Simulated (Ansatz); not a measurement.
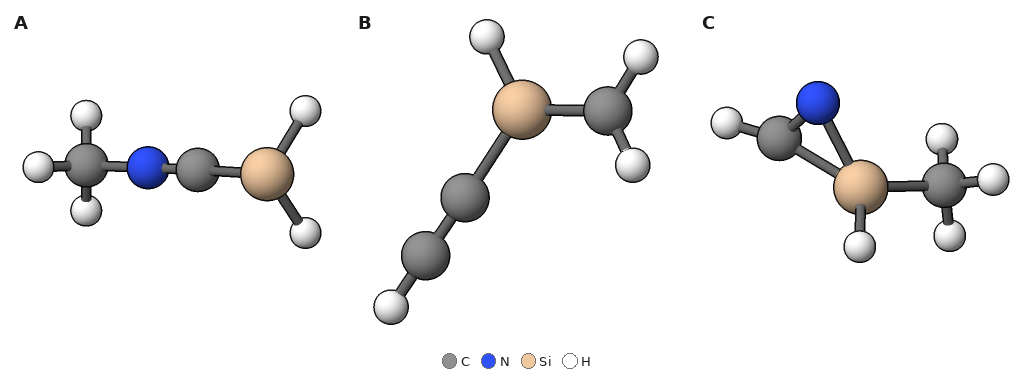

```sh
ansatz run in.yaml --threads 2 --pin off --events-out ev --progress --plain --max-ram 4352MiB
```

```yaml
crystal:
  periodic: [false, false, false]
  atoms:
    - {symbol: C, position_ang: [-0.677518, 0.202512, 1.688316]}
    - {symbol: N, position_ang: [-0.155767, -0.010645, 0.402155]}
    - {symbol: C, position_ang: [0.276901, -0.225280, -0.654155]}
    - {symbol: Si, position_ang: [0.972219, -0.874257, -2.273741]}
    - {symbol: H, position_ang: [-0.787337, -0.748386, 2.214517]}
    - {symbol: H, position_ang: [-0.005004, 0.850708, 2.252551]}
    - {symbol: H, position_ang: [-1.652684, 0.686164, 1.611404]}
    - {symbol: H, position_ang: [-0.044834, -0.045636, -3.033323]}
    - {symbol: H, position_ang: [2.074014, 0.164818, -2.207724]}
basis:
  gaussian: {orbitals: def2-TZVPP}
hamiltonian: {xc: pbe, dispersion: d4}
```

Which picture belongs to the input above?

Answer. A. The file holds C2H5NSi, `CN=C=[SiH2]`.
